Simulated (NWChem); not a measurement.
**C3H5F (SMILES C/C=C/F) at 4 levels**

Wanted: a comparison of 4 runs (HF/def2-SVP, PBE0/def2-SVP, SVWN5/def2-SVP, PBE/def2-SVPD) of C3H5F. 

The calculation is run with NWChem 7.3.0.

## (1) The system as given

C3H5F has 9 atoms, charge 0, and is taken as a singlet. As SMILES, `C/C=C/F`. The coordinates come from a GFN2-xTB relaxation.

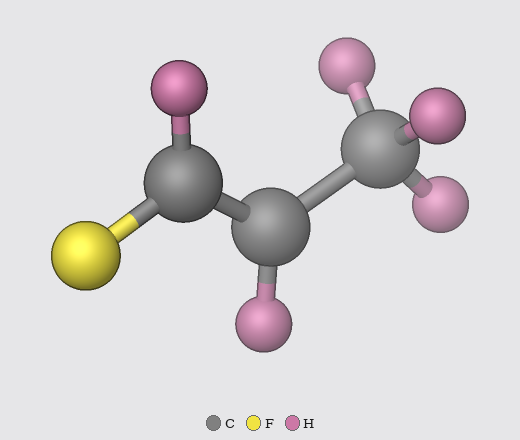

Viewed from a chosen angle; carbon grey, fluorine yellow, hydrogen pink.

## (2) Energy and gradient at HF/def2-SVP (run 1)

m1.nw

```
START m1
memory total 2200 mb

GEOMETRY units angstroms noautosym nocenter noautoz
  C     -0.774300     0.678580    -0.551040
  C      0.030220    -0.516360    -0.148660
  C      0.948150    -0.481640     0.796800
  F      1.659190    -1.573740     1.135840
  H     -1.464620     0.422130    -1.348820
  H     -1.347450     1.058630     0.293050
  H     -0.125750     1.480530    -0.899470
  H     -0.155110    -1.448450    -0.661420
  H      1.229670     0.380320     1.383720
END

BASIS "ao basis" spherical bse
  C library def2-SVP
  F library def2-SVP
  H library def2-SVP
END

SCF
  thresh 1e-08
  maxiter 80
  print low
END

TASK scf gradient
```

Run with:

```bash
$ nwchem m1.nw > m1.out
```

Standard output:

```text
[...]
  functions       =    81
[...]
  wavefunction    = RHF
[...]
         Total SCF energy =   -215.754100110369
      One-electron energy =   -520.666018254534
      Two-electron energy =    191.184662935982
 Nuclear repulsion energy =    113.727255208182
        Time for solution =      5.6s
[...]
                         RHF ENERGY GRADIENTS
    atom               coordinates                        gradient
                 x          y          z           x          y          z
   1 C      -1.463215   1.282330  -1.041315    0.000049  -0.004574  -0.001858
   2 C       0.057108  -0.975779  -0.280927   -0.008352   0.002003  -0.007755
   3 C       1.791744  -0.910168   1.505734   -0.005452   0.020053   0.001770
   4 F       3.135414  -2.973937   2.146426    0.009756  -0.015107   0.004412
   5 H      -2.767730   0.797710  -2.548900    0.001717  -0.001183   0.001364
   6 H      -2.546311   2.000521   0.553784    0.003227  -0.001883   0.000479
   7 H      -0.237633   2.797796  -1.699752    0.001097  -0.002586   0.002451
   8 H      -0.293115  -2.737174  -1.249903   -0.002102   0.004134  -0.000634
   9 H       2.323739   0.718701   2.614852    0.000060  -0.000857  -0.000228
 Task  times  cpu:        6.8s     wall:        6.8s
[...]
```

Wall time 7.5 s (1 thread of AMD EPYC 7R13 (Zen 3), shared host); peak memory 0.1 GiB.

## (3) Energy and gradient at PBE0/def2-SVP (run 2)

input.nw

```
start input
title "C3H5F gradient"
memory 2200 mb

geometry units angstroms noautosym nocenter noautoz
  C    -0.774300    0.678580   -0.551040
  C     0.030220   -0.516360   -0.148660
  C     0.948150   -0.481640    0.796800
  F     1.659190   -1.573740    1.135840
  H    -1.464620    0.422130   -1.348820
  H    -1.347450    1.058630    0.293050
  H    -0.125750    1.480530   -0.899470
  H    -0.155110   -1.448450   -0.661420
  H     1.229670    0.380320    1.383720
end

basis "ao basis" spherical bse
  * library def2-SVP
end

dft
  xc pbe0
  grid xfine
  convergence energy 1e-08
  maxiter 100
  mulliken
end

task dft gradient
```

Run with:

```bash
$ nwchem input.nw > input.out
```

Standard output:

```text
[...]
          Wavefunction type:  closed shell.
          No. of atoms     :     9
          No. of electrons :    32
[...]
          Charge           :     0
          Spin multiplicity:     1
[...]
          AO basis - number of functions:    81
[...]
              XC Information
              --------------
                         PBE0 Method XC Functional
                     Hartree-Fock (Exact) Exchange  0.250
          PerdewBurkeErnzerhof Exchange Functional  0.750
            Perdew 1991 LDA Correlation Functional  1.000 local
           PerdewBurkeErnz. Correlation Functional  1.000 non-local
[...]
 d= 0,ls=0.0,diis     1   -216.6838285230 -3.30D+02  1.16D-02  4.25D-01     2.6
[...]
 d= 0,ls=0.0,diis     8   -216.7336812023 -8.78D-09  4.24D-06  2.20D-07    18.7
         Total DFT energy =     -216.733681202337
      One electron energy =     -521.066776782324
           Coulomb energy =      218.941632836404
    Exchange-Corr. energy =      -28.335792464600
 Nuclear repulsion energy =      113.727255208182
[...]
      Total Density - Mulliken Population Analysis
     ---------------------------------------------
    Atom       Charge   Shell Charges
 -----------   ------   -------------------------------------------------------
    1 C    6     6.04   1.99  0.89  0.13  2.14  0.87  0.03
    2 C    6     6.17   1.99  0.90  0.26  2.10  0.89  0.03
    3 C    6     5.80   1.99  0.91  0.21  2.00  0.63  0.07
    4 F    9     9.23   1.99  1.13  0.78  3.34  1.97  0.01
    5 H    1     0.95   0.74  0.18  0.02
    6 H    1     0.94   0.74  0.18  0.02
    7 H    1     0.94   0.74  0.18  0.02
    8 H    1     0.95   0.74  0.18  0.02
    9 H    1     0.97   0.76  0.19  0.02
[...]
  wavefunction    = closed shell
                         DFT ENERGY GRADIENTS
    atom               coordinates                        gradient
                 x          y          z           x          y          z
   1 C      -1.463215   1.282330  -1.041315   -0.005308   0.005269  -0.003818
   2 C       0.057108  -0.975779  -0.280927    0.006344  -0.008158   0.003639
   3 C       1.791744  -0.910168   1.505734   -0.011597   0.020618  -0.004330
   4 F       3.135414  -2.973937   2.146426    0.004124  -0.007307   0.001449
   5 H      -2.767730   0.797710  -2.548900    0.005766   0.000060   0.005940
   6 H      -2.546311   2.000521   0.553784    0.006369  -0.004420  -0.004778
   7 H      -0.237633   2.797796  -1.699752   -0.002893  -0.007594   0.004160
   8 H      -0.293115  -2.737174  -1.249903   -0.000651   0.010525   0.003058
   9 H       2.323739   0.718701   2.614852   -0.002156  -0.008991  -0.005320
[...]
```

It took 24 s on 1 thread of AMD EPYC 7R13 (Zen 3), shared host; peak memory 0.14 GiB.

Run 3 isn't shown in full; the table further down has it.

## (4) Energy and gradient at PBE/def2-SVPD (run 4)

job.nw

```
start job
memory 2200 mb

geometry noautosym nocenter noautoz
 C     -0.774300     0.678580    -0.551040
 C      0.030220    -0.516360    -0.148660
 C      0.948150    -0.481640     0.796800
 F      1.659190    -1.573740     1.135840
 H     -1.464620     0.422130    -1.348820
 H     -1.347450     1.058630     0.293050
 H     -0.125750     1.480530    -0.899470
 H     -0.155110    -1.448450    -0.661420
 H      1.229670     0.380320     1.383720
end

basis spherical bse
 * library def2-SVPD
end

dft
 xc xpbe96 cpbe96
 grid fine
 convergence energy 1e-08
 iterations 100
 mulliken
 noprint "final vectors analysis"
end

task dft gradient
```

Run with:

```bash
$ nwchem job.nw > job.out
```

Standard output:

```text
[...]
          Wavefunction type:  closed shell.
          No. of atoms     :     9
          No. of electrons :    32
[...]
          Charge           :     0
          Spin multiplicity:     1
[...]
          AO basis - number of functions:   123
[...]
              XC Information
              --------------
          PerdewBurkeErnzerhof Exchange Functional  1.000
            Perdew 1991 LDA Correlation Functional  1.000 local
           PerdewBurkeErnz. Correlation Functional  1.000 non-local
[...]
 d= 0,ls=0.0,diis     1   -216.6737869821 -3.30D+02  1.53D-02  5.62D-01     2.7
[...]
 d= 0,ls=0.0,diis    11   -216.7336015766 -1.76D-09  1.80D-07  4.20D-10    25.7
         Total DFT energy =     -216.733601576568
      One electron energy =     -520.824529650466
           Coulomb energy =      218.635237212444
    Exchange-Corr. energy =      -28.271564346728
 Nuclear repulsion energy =      113.727255208182
[...]
      Total Density - Mulliken Population Analysis
     ---------------------------------------------
    Atom       Charge   Shell Charges
 -----------   ------   -------------------------------------------------------
    1 C    6     5.30   1.98  0.94 -0.67  0.08  2.17  0.71  0.03  0.05
    2 C    6     6.40   1.98  0.94  0.15 -0.02  2.13  0.62  0.03  0.57
    3 C    6     5.55   1.98  0.95  0.21 -0.03  2.04  0.22  0.07  0.13
    4 F    9     9.41   1.99  1.14  0.79  0.09  3.34  1.87  0.14  0.01  0.04
    5 H    1     0.94   0.77  0.09  0.02  0.06
    6 H    1     0.95   0.76  0.13  0.02  0.04
    7 H    1     0.95   0.76  0.13  0.02  0.04
    8 H    1     1.31   0.77  0.48  0.02  0.04
    9 H    1     1.18   0.77  0.37  0.02  0.01
[...]
  wavefunction    = closed shell
                         DFT ENERGY GRADIENTS
    atom               coordinates                        gradient
                 x          y          z           x          y          z
   1 C      -1.463215   1.282330  -1.041315   -0.004418   0.004723  -0.003077
   2 C       0.057108  -0.975779  -0.280927    0.011500  -0.006261   0.009539
   3 C       1.791744  -0.910168   1.505734   -0.008666   0.006237  -0.006427
   4 F       3.135414  -2.973937   2.146426   -0.006384   0.008720  -0.003590
   5 H      -2.767730   0.797710  -2.548900    0.008084   0.001173   0.008704
   6 H      -2.546311   2.000521   0.553784    0.008293  -0.005860  -0.008018
   7 H      -0.237633   2.797796  -1.699752   -0.005394  -0.010562   0.005243
   8 H      -0.293115  -2.737174  -1.249903    0.000532   0.013668   0.005354
   9 H       2.323739   0.718701   2.614852   -0.003548  -0.011837  -0.007727
[...]
```

Run time: 33 s. Hardware: 1 thread of AMD EPYC 7R13 (Zen 3), shared host; peak memory 0.12 GiB.

## (5) All runs side by side

| run | level | iteration cap | module | energy (Eh) | largest force (eV/Å) | wall time |
| --- | --- | --- | --- | --- | --- | --- |
| 1 | HF/def2-SVP | 80 | scf | -215.754100 | 1.072 | 7.5 s |
| 2 | PBE0/def2-SVP | 100 | dft | -216.733681 | 1.237 | 24 s |
| 3 | SVWN5/def2-SVP | 100 | dft | -215.233434 | 1.740 | 15 s |
| 4 | PBE/def2-SVPD | 100 | dft | -216.733602 | 0.833 | 33 s |

## (6) What came out

| quantity | value |
| --- | --- |
| run 4: total energy | -216.73360 Eh |
| run 4: dipole moment | 1.72 D |
| run 4: largest force on an atom | 0.833 eV/Å |

In words: Over runs 2, 3, 4 the dipole moment (its size) runs from 1.60 D (SVWN5/def2-SVP) to 1.72 D (PBE0/def2-SVP). Totals of different functionals can't be ranked against each other. All runs together took 79 s, the longest 33 s.
